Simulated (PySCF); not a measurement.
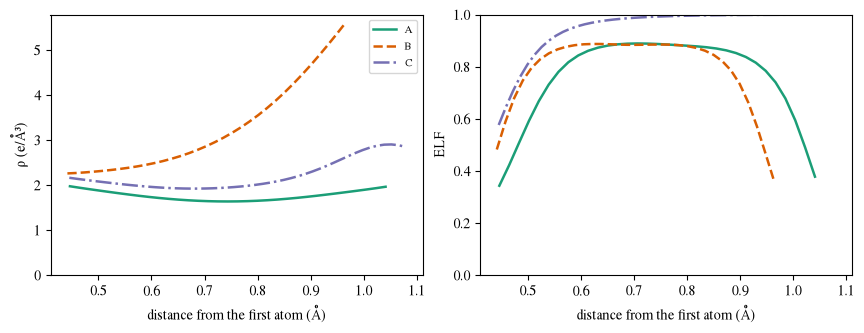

C$_{4}$H$_{7}$O (SMILES [O]CC1CC1) (doublet). Electron density and ELF along straight lines between neighbouring atoms. The curves leave out the atomic cores.

Geometry: GFN2-xTB.

Theory: PySCF, UKS B3LYP, pcH-1 on C H O, non-relativistic, mean-field spin-orbit, GIAO.

```xyz
12

O     1.3850   -0.4880   -1.4161
C     1.4183   -0.1740   -0.1466
C     0.1071    0.1252    0.5458
C    -0.9751    0.8008   -0.2583
C    -1.1149   -0.6367    0.0980
H     2.1196    0.6876    0.0171
H     1.9617   -0.9693    0.4309
H     0.2027    0.3769    1.5945
H    -0.7162    1.0349   -1.2802
H    -1.5997    1.5310    0.2329
H    -0.9479   -1.3601   -0.6862
H    -1.8395   -0.9291    0.8422
```

Q: Which curve belongs to which contact (C–C, C–H and C–O)? The first atom named is at distance zero.

A: Curve A: C–C (1.49 Å): ρ is about 1.6 e/Å³ halfway; the ELF peaks at about 0.90 between the atoms: a shared electron pair. Curve B: C–O (1.31 Å): ρ is about 2.6 e/Å³ halfway; the ELF peaks at about 0.90 between the atoms: a shared but strongly polarised pair. Curve C: C–H (1.08 Å): ρ at the midpoint is about 2 e/Å³; the ELF climbs to about 1 towards the hydrogen, as it does in any bond to H (an ordinary covalent bond to hydrogen).
